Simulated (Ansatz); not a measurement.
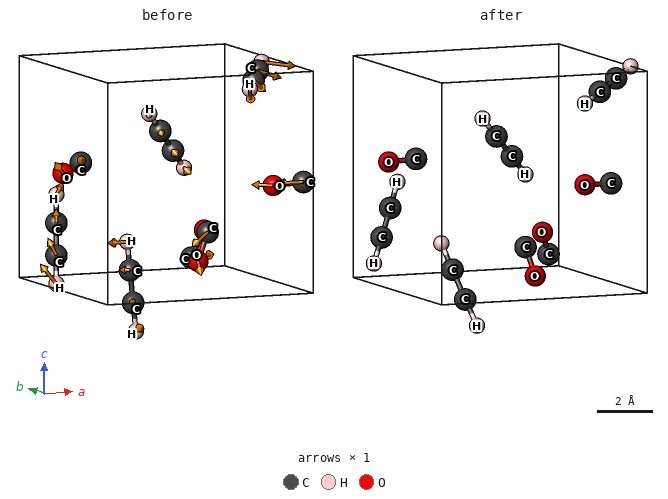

The structure of an amorphous cell of composition H2C3O before (left) and after (right) a relaxation, at one scale. The orange arrows give the displacements, at their true length.

Style: ball-and-stick. Shown: the cell of the calculation, slightly off an axis.

The cell holds 4 C2H2 + 4 CO. The run prepares the start of a later molecular dynamics calculation, from a guessed geometry.

Level of theory: Ansatz, DFT PBE-D3(BJ), scalar-relativistic, plane waves, PAW.

Input
```yaml
crystal:
  lattice:
    - [8.258241, 0.0, 0.0]
    - [0.0, 8.258241, 0.0]
    - [0.0, 0.0, 8.258241]
  atoms:
    - { symbol: C, position: [0.1079205, 0.8306519, 0.2609929] }
    - { symbol: C, position: [0.0901501, 0.7891041, 0.120831] }
    - { symbol: H, position: [0.0745752, 0.7526893, -0.0020145] }
    - { symbol: H, position: [0.1234954, 0.8670667, 0.3838385] }
    - { symbol: C, position: [0.7214931, 0.0271769, 0.970132] }
    - { symbol: C, position: [0.7956605, 0.1518529, 0.995478] }
    - { symbol: H, position: [0.8606649, 0.2611259, 1.0176927] }
    - { symbol: H, position: [0.6564886, -0.0820961, 0.9479173] }
    - { symbol: C, position: [0.2713291, 0.0342477, 0.7654105] }
    - { symbol: C, position: [0.3592871, 0.095956, 0.6646989] }
    - { symbol: H, position: [0.4363784, 0.1500405, 0.5764297] }
    - { symbol: H, position: [0.1942379, -0.0198369, 0.8536797] }
    - { symbol: C, position: [0.2848737, 0.4097374, 0.0903747] }
    - { symbol: C, position: [0.2974425, 0.4032044, -0.0562087] }
    - { symbol: H, position: [0.3084585, 0.3974786, -0.1846825] }
    - { symbol: H, position: [0.2738577, 0.4154633, 0.2188485] }
    - { symbol: O, position: [0.8277611, 0.0528983, 0.4878511] }
    - { symbol: C, position: [0.9644974, 0.0288274, 0.4991263] }
    - { symbol: O, position: [0.4778741, 0.0894195, 0.1600194] }
    - { symbol: C, position: [0.5349714, 0.1126567, 0.2849326] }
    - { symbol: O, position: [0.0139686, 0.5372762, 0.526144] }
    - { symbol: C, position: [0.1304185, 0.6063035, 0.5589775] }
    - { symbol: O, position: [0.6451415, 0.4066163, 0.25331] }
    - { symbol: C, position: [0.5963565, 0.4392409, 0.1269809] }
basis:
  ecutwfc: 420.0
kpoints:
  mp_grid: { grid: [1, 1, 1] }
hamiltonian:
  xc: pbe
  dispersion: d3bj
scf:
  occupations: { method: fermi_dirac, width: 0.02 }
  lower_state_search: "off"
relax:
  f_tol: 0.3
  max_steps: 15
  adjacent_minimum: "off"
```

Launched with:
```bash
ansatz run input.yaml --threads 1 --pin off --max-ram 3072MiB --backend cpu --events-out ev --progress --plain --runs-dir out
```

Q: What changed between the two?

A: The relaxation stopped without meeting its thresholds, so the last structure isn't shown to be converged. The largest moves, 1.31 Å, are those of H7 and C24. H7 goes roughly along [3 −1 0]. Largest moves by element: H 1.31 Å, C 1.30 Å, O 0.84 Å. The cell stays as it was. Some distances before and after: O19–C20 1.150 → 1.133 Å, C13–H16 1.066 → 1.080 Å, O17–C18 1.150 → 1.138 Å, C10–H11 1.066 → 1.075 Å. Over 12 accepted moves (13 points after the start) the energy falls by 52.1 meV per atom. The largest force component goes from 2 to 1.3 eV/Å. The line search rejected the trial step at point 8 of the run. The forces were under the threshold at step 6, but the run went on from there.

Limits of the set-up: the periodic images lie only 8.3 Å apart, so the values are limited by the cell's size.
